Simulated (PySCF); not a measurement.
# C3H9BSi: electronic excitations and core binding energies

Aim: predict the electronic excitations and core binding energies of C3H9BSi (`B[C@@H]1C[Si@@H]1C`).

Computed with PySCF 2.14.0, with density-fitted response routines of our own, on a single molecule in the gas phase. Atoms count from 0, in the outputs and in this text.

**1. The molecule as given**

14 atoms, charge 0, multiplicity 1; geometry from: GFN2-xTB.

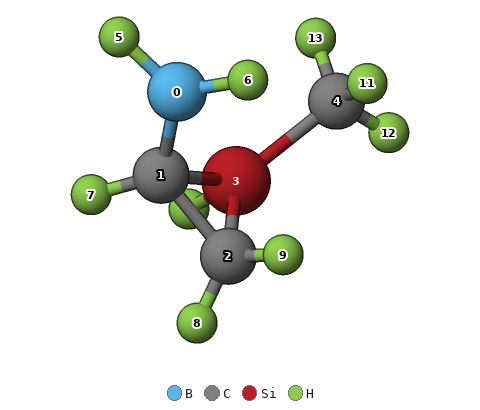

As it starts; boron blue, carbon grey, silicon red, hydrogen green, atoms numbered.

**2. TDDFT and polarisability: CAM-B3LYP/def2-SVPD**

Job settings and geometry (Å):

```
{"job": {"kind": "uv", "xc": "CAM-B3LYP", "basis": "def2-SVPD", "nstates": 8, "ntriplets": 3}, "charge": 0, "multiplicity": 1}
B     -1.265559     1.172717    -0.909148
C     -1.270168    -0.209131    -0.289658
C     -0.929759    -0.482411     1.190449
Si     0.486942    -0.942938     0.061157
C      2.038617     0.131469    -0.038080
H     -1.660774     1.327669    -2.003063
H     -0.840092     2.093339    -0.317754
H     -1.921123    -0.964226    -0.718948
H     -1.534783    -1.240136     1.669911
H     -0.843239     0.402843     1.806264
H      0.662293    -2.347801    -0.295415
H      1.815365     1.157922     0.235890
H      2.811600    -0.237155     0.629873
H      2.450004     0.137365    -1.043644
```

With the program's defaults for keys left out, this is: TDDFT CAM-B3LYP/def2-SVPD, vertical, gas phase, core orbitals frozen in the response.

Run with:

```console
> OMP_NUM_THREADS=1 python probes_run.py task.json out
```

The driver reads the jobs from task.json and runs them one after another.

The program printed:

```text
coarse grid: 11552 points
cycle   1  E = -433.6408300737  dE =  3.990e-01  |g| = 3.799e-01  |ddm| = 5.032e+00
cycle   2  E = -433.6510149241  dE = -1.018e-02  |g| = 3.504e-01  |ddm| = 1.072e+00
cycle   3  E = -433.6853731540  dE = -3.436e-02  |g| = 4.346e-02  |ddm| = 5.218e-01
cycle   4  E = -433.6858187265  dE = -4.456e-04  |g| = 2.293e-02  |ddm| = 1.074e-01
cycle   5  E = -433.6859668019  dE = -1.481e-04  |g| = 3.006e-03  |ddm| = 3.330e-02
cycle   6  E = -433.6859700705  dE = -3.269e-06  |g| = 8.027e-04  |ddm| = 6.628e-03
final grid: 105112 points
cycle   7  E = -433.7541556000  dE = -2.545e-05  |g| = 3.336e-03  |ddm| = 5.079e-02
cycle   8  E = -433.7541558689  dE = -2.690e-07  |g| = 3.323e-03  |ddm| = 1.004e-02
cycle   9  E = -433.7541587234  dE = -2.855e-06  |g| = 2.174e-04  |ddm| = 4.075e-03
cycle  10  E = -433.7541587337  dE = -1.025e-08  |g| = 1.570e-04  |ddm| = 6.219e-04
cycle  11  E = -433.7541587410  dE = -7.306e-09  |g| = 1.556e-05  |ddm| = 2.436e-04
cycle  12  E = -433.7541587412  dE = -1.608e-10  |g| = 7.317e-06  |ddm| = 5.580e-05
converged SCF energy = -433.7541587412

Static polarisability (au): isotropic 78.187, principal 67.168 76.444 90.949

Singlet excitations
state   eV       nm        f      main configurations
  1   5.2472    236.3   0.13642   H->L 0.94
  2   6.1279    202.3   0.03913   H-1->L 0.78, H-2->L 0.09
  3   6.5693    188.7   0.04937   H->L+1 0.80
  4   6.6969    185.1   0.13680   H->L+2 0.80
  5   6.7643    183.3   0.00176   H->L+3 0.82
  6   6.8693    180.5   0.03066   H-2->L 0.67, H->L+2 0.10
  7   7.3432    168.8   0.03257   H-3->L 0.33, H->L+4 0.21, H->L+5 0.17
  8   7.4409    166.6   0.00453   H-3->L 0.29, H->L+4 0.27, H->L+5 0.22

Triplet excitations (Tamm-Dancoff, eV): 4.2761 5.4753 5.5667
```

Wall time 40 s (1 thread of Arm Neoverse N1, shared host); peak memory 0.76 GiB.

The orbitals next to the gap, with their largest atomic shares:

```
orbital      eV                        atoms
 HOMO−3  -11.03    B0 25 %, C2 17 %, H5 16 %
 HOMO−2  -10.58    C1 26 %, B0 25 %, H6 14 %
 HOMO−1   -9.68    C1 24 %, C2 22 %, B0 16 %
   HOMO   -8.12   C1 26 %, Si3 25 %, C2 24 %
   LUMO    0.16   B0 38 %, Si3 18 %, C1 12 %
 LUMO+1    1.17   B0 25 %, Si3 22 %, C4 16 %
 LUMO+2    1.49  Si3 22 %, C2 20 %, H10 11 %
```

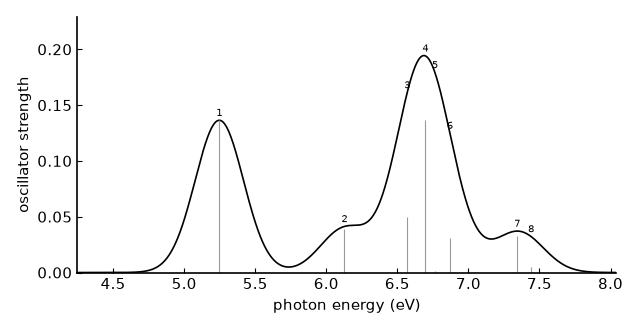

Absorption spectrum from the 8 singlet states computed; above the last one it falls off for lack of states. Lines are broadened to a width of 0.40 eV (Gaussian).

Further results of this job:

```
           property  computed
  dipole moment (D)      2.01
polarisability (Å³)     11.59
 HOMO–LUMO gap (eV)      8.27
      −ε(HOMO) (eV)      8.12
```

**3. X-ray photoelectron lines: SCAN, X2C**

Settings changed since step 2:

```diff
@@ -1,2 +1,2 @@
-{"job": {"kind": "uv", "xc": "CAM-B3LYP", "basis": "def2-SVPD", "nstates": 8, "ntriplets": 3}, "charge": 0, "multiplicity": 1}
+{"job": {"kind": "xps"}, "charge": 0, "multiplicity": 1}
 B     -1.265559     1.172717    -0.909148
```

Level: delta-SCF UKS SCAN, pcX-2 on the ionised atom, pcseg-1 elsewhere, spin-free X2C.

The program printed:

```text
ground state, core basis on atom 0 (B), 150 functions
  cycle   1  E = -434.41294285  |g| = 6.04e-01
  cycle   2  E = -434.23775508  |g| = 9.38e-01
  cycle   3  E = -434.51661979  |g| = 1.38e-01
  cycle   4  E = -434.52226958  |g| = 4.83e-02
  cycle   5  E = -434.52290200  |g| = 1.23e-02
  cycle   6  E = -434.52294960  |g| = 3.85e-03
  cycle   7  E = -434.52295281  |g| = 1.68e-03
  cycle   8  E = -434.52295405  |g| = 3.21e-04
  E(ground) = -434.56251448 Eh
hole in B 1s of atom 0
  cycle   1  E = -426.94572037  |g| = 1.16e+00
  cycle   2  E = -425.54707743  |g| = 1.79e+00
  cycle   3  E = -427.17107646  |g| = 5.40e-01
  cycle   4  E = -427.31203574  |g| = 3.12e-01
  cycle   5  E = -427.37095189  |g| = 9.22e-02
  cycle   6  E = -427.37538851  |g| = 4.61e-02
  cycle   7  E = -427.37699600  |g| = 1.82e-02
  cycle   8  E = -427.37758183  |g| = 1.85e-02
  cycle   9  E = -427.37813622  |g| = 1.12e-02
  cycle  10  E = -427.37845843  |g| = 7.19e-03
  cycle  11  E = -427.37855547  |g| = 2.95e-03
  cycle  12  E = -427.37857138  |g| = 1.16e-03
  cycle  13  E = -427.37857298  |g| = 6.69e-04
  cycle  14  E = -427.37857342  |g| = 3.16e-04
  E(ion) = -427.41783743 Eh   <S^2> = 1.0554   hole on atom = 1.000   binding energy = 194.417 eV
ground state, core basis on atom 1 (C), 150 functions
  cycle   1  E = -434.53196448  |g| = 5.77e-02
  cycle   2  E = -434.53191580  |g| = 2.08e-02
  cycle   3  E = -434.53186920  |g| = 2.38e-02
  cycle   4  E = -434.53203425  |g| = 2.34e-03
  cycle   5  E = -434.53203601  |g| = 8.06e-04
  cycle   6  E = -434.53203653  |g| = 1.12e-04
  E(ground) = -434.57111797 Eh
hole in C 1s of atom 1
  cycle   1  E = -423.30048162  |g| = 1.52e+00
  cycle   2  E = -422.41020655  |g| = 1.96e+00
  cycle   3  E = -423.83536207  |g| = 3.61e-01
  cycle   4  E = -423.88623853  |g| = 1.13e-01
  cycle   5  E = -423.89126052  |g| = 4.65e-02
  cycle   6  E = -423.89239364  |g| = 8.76e-03
  cycle   7  E = -423.89243873  |g| = 3.48e-03
  cycle   8  E = -423.89244596  |g| = 1.82e-03
  cycle   9  E = -423.89244865  |g| = 7.77e-04
  cycle  10  E = -423.89244832  |g| = 1.62e-04
  E(ion) = -423.92943248 Eh   <S^2> = 0.7713   hole on atom = 1.000   binding energy = 289.575 eV
ground state, core basis on atom 2 (C), 150 functions
  cycle   1  E = -434.53231961  |g| = 5.79e-02
  cycle   2  E = -434.53222224  |g| = 2.64e-02
  cycle   3  E = -434.53222518  |g| = 2.61e-02
  cycle   4  E = -434.53240101  |g| = 1.15e-03
  cycle   5  E = -434.53239971  |g| = 3.75e-04
  E(ground) = -434.57101557 Eh
hole in C 1s of atom 2
  cycle   1  E = -423.29157729  |g| = 1.51e+00
  cycle   2  E = -422.43620422  |g| = 1.93e+00
  cycle   3  E = -423.82292897  |g| = 3.50e-01
  cycle   4  E = -423.86968731  |g| = 1.27e-01
  cycle   5  E = -423.87740778  |g| = 5.00e-02
  cycle   6  E = -423.87863493  |g| = 1.14e-02
  cycle   7  E = -423.87870153  |g| = 6.46e-03
  cycle   8  E = -423.87873081  |g| = 2.41e-03
  cycle   9  E = -423.87873532  |g| = 1.15e-03
  cycle  10  E = -423.87873693  |g| = 4.65e-04
  E(ion) = -423.91593588 Eh   <S^2> = 0.7724   hole on atom = 1.000   binding energy = 289.939 eV
ground state, core basis on atom 3 (Si), 161 functions
  cycle   1  E = -434.62793192  |g| = 2.87e-01
  cycle   2  E = -434.62793118  |g| = 4.02e-02
  cycle   3  E = -434.62776061  |g| = 3.98e-02
  cycle   4  E = -434.62811829  |g| = 9.97e-03
  cycle   5  E = -434.62814695  |g| = 1.44e-03
  cycle   6  E = -434.62814875  |g| = 2.92e-04
  E(ground) = -434.62525801 Eh
hole in Si 1s of atom 3
  cycle   1  E = -365.69032364  |g| = 4.35e+00
  cycle   2  E = -365.59306315  |g| = 2.24e+00
  cycle   3  E = -366.08234865  |g| = 9.82e-01
  cycle   4  E = -366.64546990  |g| = 4.25e-01
  cycle   5  E = -366.74869452  |g| = 1.68e-01
  cycle   6  E = -366.76321235  |g| = 6.14e-02
  cycle   7  E = -366.76516961  |g| = 1.45e-02
  cycle   8  E = -366.76528572  |g| = 5.59e-03
  cycle   9  E = -366.76530432  |g| = 1.86e-03
  cycle  10  E = -366.76530734  |g| = 8.72e-04
  cycle  11  E = -366.76530768  |g| = 5.81e-04
  cycle  12  E = -366.76530843  |g| = 2.69e-04
  E(ion) = -366.77021488 Eh   <S^2> = 0.7540   hole on atom = 1.000   binding energy = 1846.430 eV
hole in Si 2p of atom 3
  cycle   1  E = -430.34900508  |g| = 1.24e+00
  cycle   2  E = -430.04499640  |g| = 1.25e+00
  cycle   3  E = -430.58481479  |g| = 3.88e-01
  cycle   4  E = -430.67056040  |g| = 1.69e-01
  cycle   5  E = -430.68564778  |g| = 6.91e-02
  cycle   6  E = -430.68834113  |g| = 1.13e-02
  cycle   7  E = -430.68839833  |g| = 5.56e-03
  cycle   8  E = -430.68841524  |g| = 1.40e-03
  cycle   9  E = -430.68841748  |g| = 6.67e-04
  cycle  10  E = -430.68841660  |g| = 3.78e-04
  E(ion) = -430.69660243 Eh   <S^2> = 0.7537   hole on atom = 1.002   binding energy = 106.904 eV
  2p3/2 = 106.664 eV   2p1/2 = 107.288 eV
ground state, core basis on atom 4 (C), 150 functions
  cycle   1  E = -434.53012188  |g| = 6.11e-02
  cycle   2  E = -434.52999243  |g| = 3.27e-02
  cycle   3  E = -434.53015218  |g| = 2.35e-02
  cycle   4  E = -434.53032775  |g| = 3.97e-03
  cycle   5  E = -434.53033269  |g| = 9.10e-04
  cycle   6  E = -434.53033438  |g| = 1.82e-04
  E(ground) = -434.56909801 Eh
hole in C 1s of atom 4
  cycle   1  E = -423.28535032  |g| = 1.50e+00
  cycle   2  E = -422.65203733  |g| = 1.76e+00
  cycle   3  E = -423.77970998  |g| = 3.82e-01
  cycle   4  E = -423.79942617  |g| = 2.94e-01
  cycle   5  E = -423.85471385  |g| = 4.77e-02
  cycle   6  E = -423.85591302  |g| = 8.26e-03
  cycle   7  E = -423.85595156  |g| = 4.30e-03
  cycle   8  E = -423.85596378  |g| = 1.64e-03
  cycle   9  E = -423.85596616  |g| = 8.47e-04
  cycle  10  E = -423.85596629  |g| = 3.53e-04
  E(ion) = -423.89338872 Eh   <S^2> = 0.7670   hole on atom = 1.000   binding energy = 290.501 eV
```

It took 1.7 min on 1 thread of Arm Neoverse N1, shared host; peak memory 0.59 GiB.

Binding energies by hole, beside the orbital energy of the ground state; the difference holds orbital relaxation and, for a density functional, its self-interaction error:

```
       hole  stands for                                     environment  ΔSCF (eV; 2p as the shell's mean)  −ε (eV)   ⟨S²⟩
  B1s on B0          B0                          boron bonded to C, 2 H                  194.42 (doubtful)    179.3  1.055
  C1s on C1          C1                      three-membered-ring carbon                             289.58    273.3  0.771
  C1s on C2          C2                      three-membered-ring carbon                             289.94    273.5  0.772
Si1s on Si3         Si3  silicon bonded to 3 C, H, in a 3-membered ring                            1846.43   1793.7  0.754
Si2p on Si3         Si3  silicon bonded to 3 C, H, in a 3-membered ring                             106.87     96.5  0.754
  C1s on C4          C4                      methyl carbon bonded to Si                             290.50    273.6  0.767
```

Doubtful: the ion did not converge, its hole moved, or its ⟨S²⟩ is well above 0.75.

With the spin-orbit splitting: Si3 2p3/2 106.66, 2p1/2 107.29 eV. The table gives each 2p level as the mean over the whole 2p shell (two parts 2p3/2, one part 2p1/2), which differs a little from the single hole in the log.

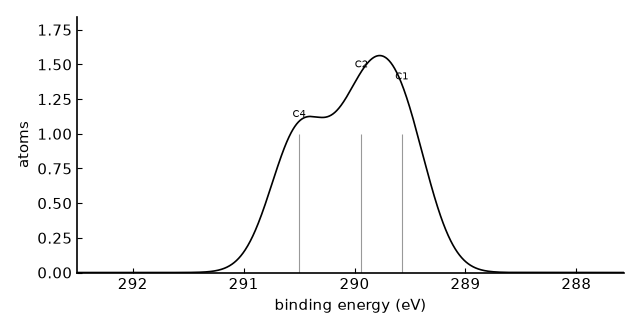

The C1s photoelectron lines, weighted by the number of atoms. Lines are broadened to a width of 0.60 eV (Gaussian).

**4. Outcome**

```
                                quantity                               value
    lowest singlet (CAM-B3LYP/def2-SVPD)         5.25 eV (236 nm), f = 0.136
brightest single state of those computed         state 4, 6.70 eV, f = 0.137
                          lowest triplet                             4.28 eV
        C1s binding energies, SCAN/pcX-2  C4 290.50, C2 289.94, C1 289.58 eV
       Si1s binding energies, SCAN/pcX-2                      Si3 1846.43 eV
       Si2p binding energies, SCAN/pcX-2                       Si3 106.87 eV
```

The lowest singlet, at 5.25 eV, is HOMO→LUMO 0.94 and is bright; of the 8 states computed, the strongest absorption comes from state 4 at 6.70 eV. The lowest triplet lies 0.97 eV below the lowest singlet (triplets in Tamm-Dancoff, singlets in full TDDFT). The C1s levels kept as sound span 0.93 eV, from C1 (three-membered-ring carbon) up to C4 (methyl carbon bonded to Si).
